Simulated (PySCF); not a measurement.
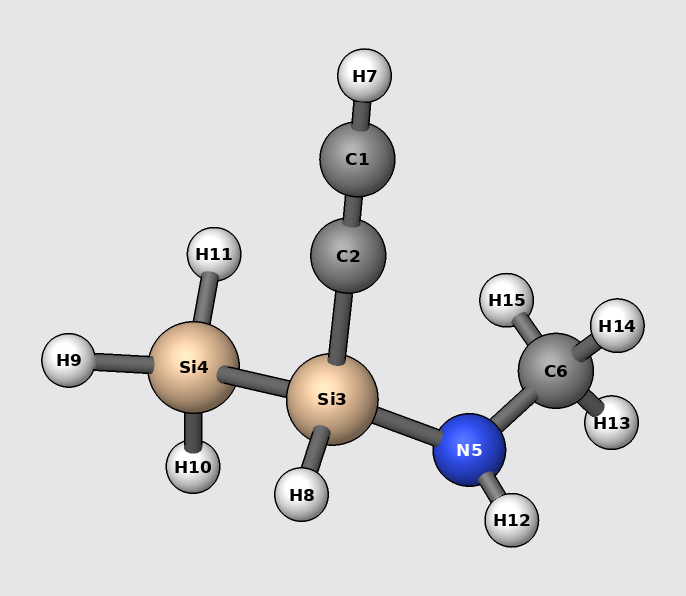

Geometry: an image of a reaction path computed with GFN2-xTB, not a minimum. Method: GIAO PBE0/pcSseg-1 NMR shielding, non-relativistic, gas phase (PySCF 2.14.0). Principal shieldings σ11 ≤ σ22 ≤ σ33, span Ω = σ33 − σ11, skew κ = 3(σiso − σ22)/Ω.

### Which C atom has the most anisotropic shielding?

C2, with a span of 293 ppm.

Give the shielding tensors of the C atoms.

```
atom    σ11    σ22    σ33   σiso      Ω     κ
  C1    0.6    7.9  239.4   82.6  238.8  0.94
  C2   −2.3    3.2  290.3   97.1  292.6  0.96
  C6  132.4  147.5  184.6  154.9   52.2  0.42
```

Shieldings and span in ppm.
